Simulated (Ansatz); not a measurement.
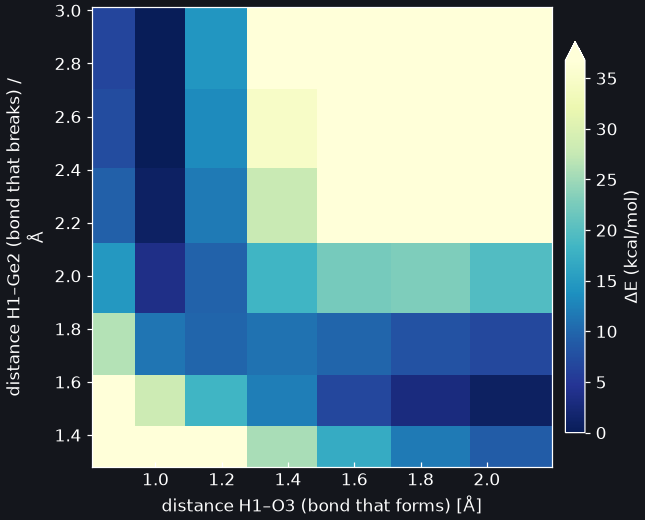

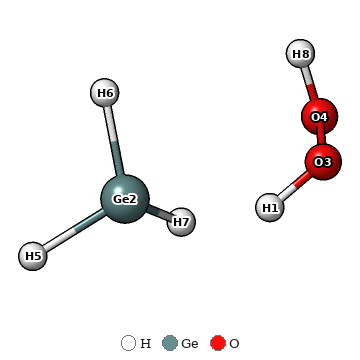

Energy landscape of the reacting system GeH₅O₂ (fragments GeH₄ + HO₂ where the first distance is long, H₂O₂ + GeH₃ where the second is long), spin multiplicity 2. Coordinates scanned: (1) distance H1–O3 (bond that forms); (2) distance H1–Ge2 (bond that breaks). Relaxed at each point: all other coordinates. The scan uses a 7 × 7 grid. Points are written as (first, second). All energies are given in kcal/mol relative to the lowest grid point. Energies and slopes of some neighbouring points disagree (a jump in structure or state, or too coarse a mesh). Method: UKS PBE0-D4/def2-SVP in Ansatz.

In the figure: one coloured cell a grid point, one colour for all values above the top of the scale. The second picture is the structure at the lowest point.

Where are the lowest and the highest points?

The lowest grid point is at (1.001 Å, 2.859 Å). It lies on the edge of the grid, but the force there points inwards, so the minimum lies inside the range. The energy also falls towards the edge at (2.073 Å, 1.519 Å) (0.8 kcal/mol above the lowest), where a further well may lie outside the range. The highest grid point, (0.873 Å, 1.359 Å), lies 79.3 kcal/mol above the lowest.

The input of one point:

```yaml
crystal:
  periodic: [false, false, false]
  atoms:
    - { symbol: H, position_ang: [-1.124577, 1.175805, -0.375919] }
    - { symbol: Ge, position_ang: [1.393273, 0.13968, 0.496296] }
    - { symbol: O, position_ang: [-1.911322, 0.63107, -0.669682] }
    - { symbol: O, position_ang: [-1.400895, -0.662549, -0.945192] }
    - { symbol: H, position_ang: [2.293392, 1.174665, 1.202896] }
    - { symbol: H, position_ang: [0.727828, -0.903734, 1.412702] }
    - { symbol: H, position_ang: [1.866369, -0.382742, -0.868742] }
    - { symbol: H, position_ang: [-1.844066, -1.172193, -0.25226] }
magnetization:
  spin_polarized: true
  initial_magnetization: 1
basis:
  gaussian: { orbitals: def2-SVP }
hamiltonian:
  xc: pbe0
  dispersion: d4
output:
  forces: true
relax:
  f_tol: 0.02
  max_steps: 50
  escape_saddle: false
  constraints: [{ distance: [0, 2] }, { distance: [0, 1] }]
```

Each point was launched as `ansatz run input.yaml --threads 1 --pin off --max-ram 2560MiB --backend cpu --events-out ev --progress --plain --runs-dir out`. Time for the 49 points that were run: 37 min on 1 thread of Arm Neoverse V2 (shared host).
